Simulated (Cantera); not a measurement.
A closed system holds: 1 mol CuF2, 0.02 mol HF, 0.73 mol N2, equilibrated at 0.00480 bar.

Method: chemical equilibrium by Gibbs-energy minimisation in Cantera with the NASA 1993 tables (ideal gas, pure condensed phases). Candidate condensed phases: Cu, CuF2; 25 gas species. Kinetics and transport are ignored.

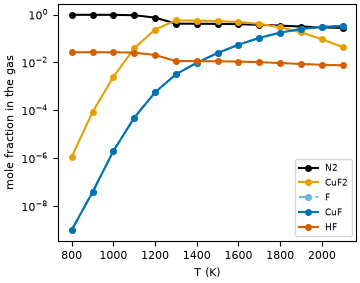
Figure: Equilibrium gas composition (values under 1e-9 drawn at 1e-9)

From 800 K to 1100 K the condensed part is CuF2(s). At 1200 K the condensed part is CuF2(l). From 1300 K to 2100 K nothing is condensed. The main Cu-bearing gas is CuF2 at 800 K and CuF at 2100 K.
